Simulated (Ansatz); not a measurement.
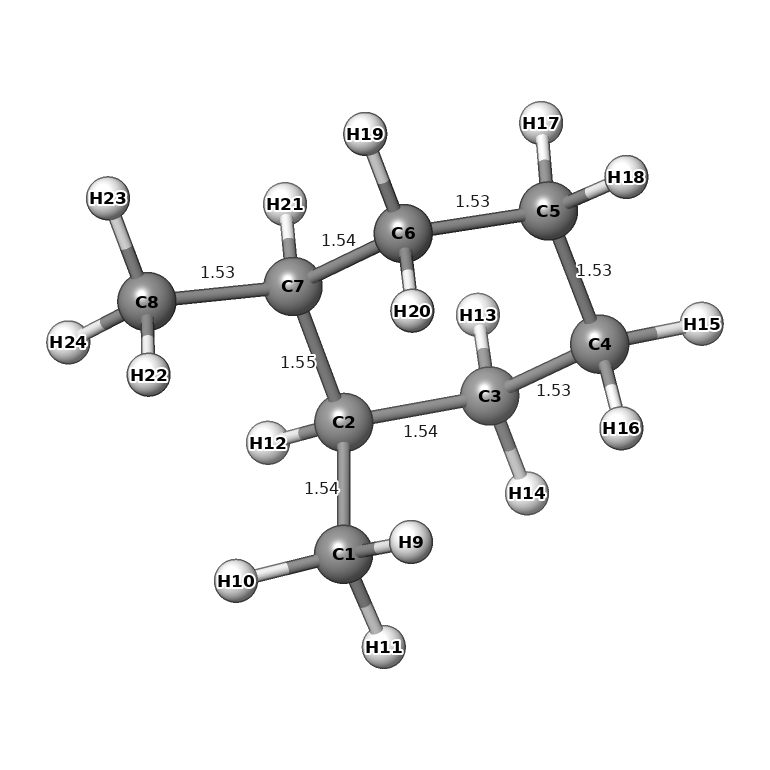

The numbers beside the sticks are distances in Å. Sticks don't show bond order. The computed structure is the end point of a PBE-D4/def2-SVP optimisation. No frequency run is at hand to confirm it as a minimum.

**Which of the marked bonds are single, double, triple or aromatic?**

C1–C2 single; C2–C3 single; C2–C7 single; C3–C4 single; C4–C5 single; C5–C6 single; C6–C7 single; C7–C8 single.

**Write the SMILES.**

C[C@@H]1CCCC[C@@H]1C
